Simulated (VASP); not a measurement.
Energy against volume of CdF2 (fluorite). Level of theory: PBE GGA with D3 dispersion (zero damping), VASP's PBE PAW potentials (set 64) (plane waves; VASP).

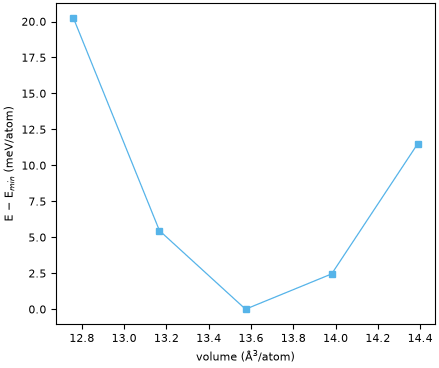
Fig. 1. Energy against volume

Q: Estimate the equilibrium volume and the bulk modulus.

A: The minimum lies near 13.6 Å³/atom, and the curvature gives B0 of about 100 GPa.

The compound is CdF2 in the fluorite structure. It was relaxed first.
